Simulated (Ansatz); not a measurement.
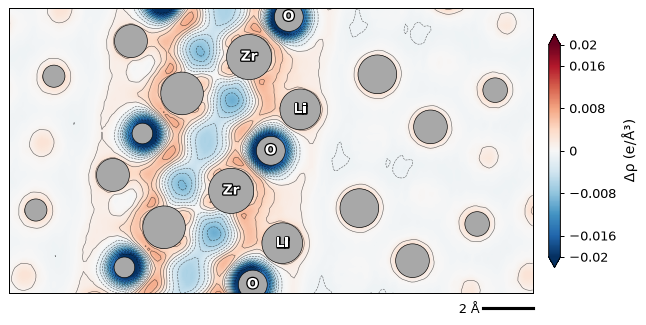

Li3ZrO. Difference of the valence pseudo-densities of two functionals at the same geometry, on the (111) plane of the calculation cell: one of PBE and r2SCAN less the other.

Both computed with Ansatz (plane waves, PAW), on the same k-point mesh. Grey discs cover the atomic cores.

```
Li Zr O
1.0
     3.17013    0.00000    0.00000
    -1.58506    2.74541    0.00000
     0.00000    0.00000   20.34782
Li Zr O
6 2 2
Direct
  0.66667 0.33333 0.17734
  0.33333 0.66667 0.32107
  0.66667 0.33333 0.44065
  0.33333 0.66667 0.82266
  0.66667 0.33333 0.67893
  0.33333 0.66667 0.55935
  0.33333 0.66667 0.06176
  0.66667 0.33333 0.93824
  0.00000 0.00000 0.12985
  0.00000 0.00000 0.87015
```

Q: Which was subtracted from which, and what does the map show?

A: It is PBE less r2SCAN. Against r2SCAN, PBE gives less density around O (−0.015 e/Å³ on average at 0.7 Å from the nucleus) and a change of +0.005 e/Å³ at the midpoint of Zr–O.
